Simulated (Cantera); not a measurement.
Charge: 1 mol FeS, 1400 mol H2, 95 mol N2, equilibrated at 5.70 mbar.

Cantera equilibrium calculation (NASA polynomials, part measured and part estimated; ideal gas, pure solids and liquids). Candidate condensed phases: Fe, FeS, FeS2, S; 16 gas species. Kinetics and transport are ignored.

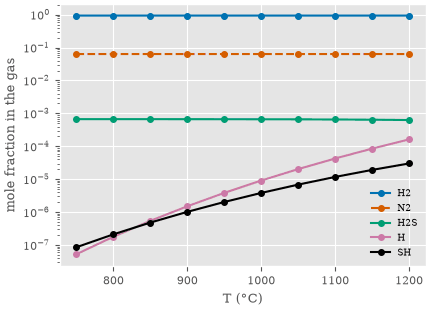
Figure: Equilibrium gas composition (values under 1e-9 drawn at 1e-9)

Task: Read off the mole fractions at 750 °C.

Result: H2 about 0.94, N2 about 0.064, H2S about 0.00067, SH about 8.6e-8, H about 5.3e-8.
